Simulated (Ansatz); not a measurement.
**C2H4OSi (SMILES OC#C[SiH3]) at 6 levels**

Aim: a comparison of 6 runs (HF/cc-pVDZ, B3LYP/6-31G*, CAM-B3LYP/cc-pVDZ, HSE06/cc-pVDZ, SVWN5/cc-pVDZ, revPBE/cc-pVDZ) of C2H4OSi. 

Program for the calculation: Ansatz 0.2.0.

73 further runs of the same task are left out: 73 set aside as unsound or not needed. Runs told in other sessions of the task aren't counted.

## (1) Starting point

C2H4OSi: 8 atoms, total charge 0, spin state singlet. SMILES: `OC#C[SiH3]`. One bond was lengthened or shortened from a relaxed shape.

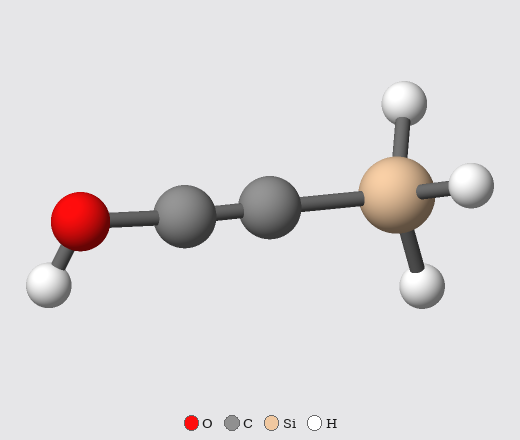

The structure, seen from a chosen angle (oxygen red, carbon grey, silicon light orange, hydrogen white).

## (2) A single-point energy at HF/cc-pVDZ (run 1)

File input.yaml:

```yaml
crystal:
  periodic: [false, false, false]
  atoms:
    - {symbol: O, position_ang: [2.758970, 0.993654, 0.521855]}
    - {symbol: C, position_ang: [1.380900, 0.489600, 0.263100]}
    - {symbol: C, position_ang: [0.263000, 0.053700, 0.119800]}
    - {symbol: Si, position_ang: [-1.409600, -0.594800, -0.108400]}
    - {symbol: H, position_ang: [3.100570, 1.460154, -0.250945]}
    - {symbol: H, position_ang: [-2.349500, 0.046300, 0.846200]}
    - {symbol: H, position_ang: [-1.863400, -0.311200, -1.494000]}
    - {symbol: H, position_ang: [-1.429300, -2.063000, 0.114200]}
basis:
  gaussian:
    orbitals: cc-pVDZ
hamiltonian:
  xc: hf
accuracy: high
output: {orbitals: {seedname: orbitals}}
```

Command:

```console
ansatz run input.yaml --threads 1 --pin off --max-ram 2610MiB --events-out events.jsonl --progress --plain --runs-dir runs
```

What it wrote:

```text
Warning: RAYON_NUM_THREADS=1 ignored (pool sized by the plan → 1); use --threads N
Functional definition: HF
  name "HF"
  exchange = exact_x
  correlation = 0
1777 factors; integrals over basis functions are off by at most 3.7e-9 eV
mean field evaluation 1: about -12018.6150 eV, gradient 2.8e1 eV
mean field evaluation 2: about -12018.7560 eV, gradient 2.8e1 eV
mean field evaluation 4: about -12020.9724 eV, gradient 4.3e0 eV
mean field evaluation 8: about -12021.0434 eV, gradient 1.6e-1 eV
mean field evaluation 16: about -12021.0436 eV, gradient 2.0e-8 eV
mean field -12021.04357106 eV, -441.7652030804 hartree, gradient 2.0e-8 eV, S^2 0.000000; 0 other end points of the search recorded, 0 dependent functions left out
reference -12021.04357106 eV, -441.7652030804 hartree; 19, 19 occupied and 61, 61 virtual orbitals, 1777 factors
Total energy: -12021.04357106 eV, -441.7652030804 hartree
```

Wall time 1.9 s (1 thread of Arm Neoverse V1, shared host); peak memory 0.19 GiB.

## (3) A single-point energy at B3LYP/6-31G(d) (spherical functions) (run 2)

File run.yaml:

```yaml
crystal:
  periodic: [false, false, false]
  atoms:
    - symbol: O
      position_ang: [2.758970, 0.993654, 0.521855]
    - symbol: C
      position_ang: [1.380900, 0.489600, 0.263100]
    - symbol: C
      position_ang: [0.263000, 0.053700, 0.119800]
    - symbol: Si
      position_ang: [-1.409600, -0.594800, -0.108400]
    - symbol: H
      position_ang: [3.100570, 1.460154, -0.250945]
    - symbol: H
      position_ang: [-2.349500, 0.046300, 0.846200]
    - symbol: H
      position_ang: [-1.863400, -0.311200, -1.494000]
    - symbol: H
      position_ang: [-1.429300, -2.063000, 0.114200]
basis:
  gaussian:
    orbitals: 6-31G_st_-spherical.json
output: {orbitals: {seedname: orbitals}}
accuracy: high
hamiltonian:
  xc: {name: B3LYP}
```

The basis set 6-31G* is read from a file made from the Basis Set Exchange's data (not shown).

Command:

```console
ansatz run run.yaml --threads 1 --pin off --max-ram 2610MiB --events-out events.jsonl --progress --plain --runs-dir runs
```

What it wrote:

```text
Warning: RAYON_NUM_THREADS=1 ignored (pool sized by the plan → 1); use --threads N
Functional definition: B3LYP
  name "B3LYP"
  parameter a0 = 0.2
  parameter ax = 0.72
  parameter ac = 0.81
  exchange = (1 - a0 - ax)*slater_x + ax*b88_x + a0*exact_x
  correlation = (1 - ac)*vwn_rpa_c + ac*lyp_c
1462 factors; integrals over basis functions are off by at most 4.0e-9 eV
mean field evaluation 1: about -12056.0595 eV, gradient 4.5e1 eV
mean field evaluation 2: about -12052.0901 eV, gradient 6.0e1 eV
mean field evaluation 4: about -12060.4884 eV, gradient 3.0e0 eV
mean field evaluation 8: about -12060.6801 eV, gradient 7.4e-1 eV
mean field evaluation 16: about -12060.6816 eV, gradient 5.4e-5 eV
mean field -12060.68163667 eV, -443.2218751240 hartree, gradient 6.5e-8 eV, S^2 0.000000; 0 other end points of the search recorded, 0 dependent functions left out
reference -12060.68167610 eV, -443.2218765731 hartree; 19, 19 occupied and 49, 49 virtual orbitals, 1462 factors
Total energy: -12060.68167610 eV, -443.2218765731 hartree
```

Run time: 4.8 s. Hardware: 1 thread of Arm Neoverse V1, shared host; peak memory 0.19 GiB.

Runs 3 to 5 aren't shown in full; the table further down has their settings and results.

## (4) The energy at revPBE/cc-pVDZ (run 6)

File run.yaml:

```yaml
crystal:
  periodic: [false, false, false]
  atoms:
    - {symbol: O, position_ang: [2.758970, 0.993654, 0.521855]}
    - {symbol: C, position_ang: [1.380900, 0.489600, 0.263100]}
    - {symbol: C, position_ang: [0.263000, 0.053700, 0.119800]}
    - {symbol: Si, position_ang: [-1.409600, -0.594800, -0.108400]}
    - {symbol: H, position_ang: [3.100570, 1.460154, -0.250945]}
    - {symbol: H, position_ang: [-2.349500, 0.046300, 0.846200]}
    - {symbol: H, position_ang: [-1.863400, -0.311200, -1.494000]}
    - {symbol: H, position_ang: [-1.429300, -2.063000, 0.114200]}
basis:
  gaussian: {orbitals: cc-pVDZ}
hamiltonian: {xc: {name: revPBE}}
accuracy: high
output: {orbitals: {seedname: orbitals}}
```

Command:

```console
ansatz run run.yaml --threads 1 --pin off --max-ram 2610MiB --events-out events.jsonl --progress --plain --runs-dir runs
```

What it wrote:

```text
Warning: RAYON_NUM_THREADS=1 ignored (pool sized by the plan → 1); use --threads N
Functional definition: revPBE
  name "revPBE"
  parameter kappa = 1.245
  parameter beta = 0.06672455060314922
  exchange = pbe_x(kappa = kappa, mu = beta*pi^2/3)
  correlation = pbe_c(beta = beta)
1777 factors; integrals over basis functions are off by at most 3.7e-9 eV
mean field evaluation 1: about -12052.3584 eV, gradient 4.9e1 eV
mean field evaluation 2: about -12043.0058 eV, gradient 7.5e1 eV
mean field evaluation 4: about -12058.1835 eV, gradient 4.5e0 eV
mean field evaluation 8: about -12058.2255 eV, gradient 1.1e-1 eV
mean field evaluation 16: about -12058.2255 eV, gradient 5.0e-6 eV
mean field -12058.22550651 eV, -443.1316140056 hartree, gradient 7.7e-8 eV, S^2 0.000000; 0 other end points of the search recorded, 0 dependent functions left out
reference -12058.22551073 eV, -443.1316141606 hartree; 19, 19 occupied and 61, 61 virtual orbitals, 1777 factors
Total energy: -12058.22551073 eV, -443.1316141606 hartree
```

Wall time 4.8 s (1 thread of Arm Neoverse V1, shared host); peak memory 0.19 GiB.

## (5) Overview of the runs

```csv
run,level,energy (Eh),HOMO energy (eV),LUMO energy (eV),HOMO–LUMO gap (eV),wall time
1,HF/cc-pVDZ,-441.765203,-10.69,3.94,14.63,1.9 s
2,B3LYP/6-31G* (spherical functions),-443.221877,-7.25,0.29,7.54,4.8 s
3,CAM-B3LYP/cc-pVDZ,-443.161807,-8.94,1.51,10.45,6.6 s
4,HSE06/cc-pVDZ,-442.916836,-7.24,-0.07,7.17,6.3 s
5,SVWN5/cc-pVDZ,-440.793751,-6.39,-0.86,5.52,3.3 s
6,revPBE/cc-pVDZ,-443.131614,-6.22,-0.67,5.55,4.8 s
```

## (6) Results

| quantity | value |
| --- | --- |
| run 6: total energy | -443.13161 Eh |
| run 6: HOMO energy | -6.22 eV |
| run 6: LUMO energy | -0.67 eV |
| run 6: HOMO–LUMO gap | 5.55 eV |

What this shows: The HOMO–LUMO gap runs from 5.52 eV (SVWN5/cc-pVDZ) to 14.63 eV (HF/cc-pVDZ). Exact exchange widens orbital gaps. Totals of different functionals can't be ranked against each other. All runs together took 28 s, the longest 6.6 s.
